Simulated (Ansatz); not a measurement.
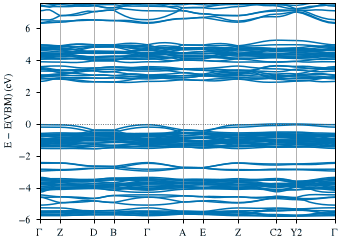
Figure: Band structure from plane-wave PAW r²SCAN (Ansatz code)

The gap is 2.60 eV; an edge lies off the plotted path or next to a special point (maximum at C2, minimum off the standard path).

### Question
Pick the material that matches.
(A) SbOsSe, P2_1/c (Sb on 4e, Os on 4e, Se on 4e)
(B) S, P2/c (Pearson symbol mP32)
(C) CuTe2I, P2_1/c (Cu on 4e, Te on 4e, Te on 4e, I on 4e)

### Answer
B, S, P2/c (Pearson symbol mP32)

The first step of the workflow began from a Materials Project structure, measured or hypothetical; the Crystallography Open Database files this formula in space group No. 13, but the cells were not matched. It is not the phase usual at ambient conditions (space group No. 70). The r²SCAN relaxation kept the symmetry of its start; whether a distortion lowers the energy is not shown. A crystal of weakly bound molecules computed without a dispersion correction: the cell and the soft elastic constants depend strongly on that.

Potentials: the later of the program's two PAW sets.
